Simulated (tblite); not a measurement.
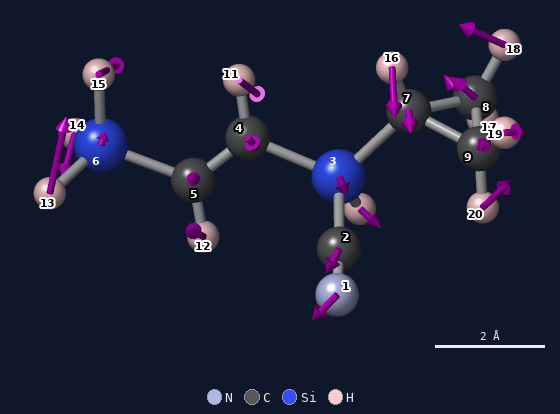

This is a relaxation of C6H11NSi2. The starting structure is drawn; purple arrows show the displacements, at their true length. The two geometries are superimposed by the best rigid fit.

The picture is a ball-and-stick view, seen at a tilt.

Computed with GFN2-xTB geometry optimisation, gas phase (tblite). 

> Atoms of which element are displaced furthest, and by how much?

Hydrogen: up to 1.53 Å, against 0.70 Å for nitrogen.

> Describe the change and its energy.

An H atom moves most after the best rigid fit: 1.53 Å. By element the largest moves are H 1.53 Å, N 0.70 Å, C 0.68 Å, Si 0.39 Å. Near-neighbour distances that change, for instance: C–H 1.138 → 1.080 Å, C–Si 1.834 → 1.883 Å, H–Si 1.492 → 1.464 Å, C–N 1.173 → 1.145 Å. Bond angles that change, for instance: Si–C–C 112.2° → 120.4°, C–C–H 111.4° → 118.5°, Si–C–C 118.6° → 125.3°. Groups turn about C–Si by about 50°, C–Si by about 45°. The energy falls by 47.9 kJ/mol in 194 geometry steps. Cost: 1.3 s on 1 thread of AMD EPYC 9B45, with other jobs on the host.
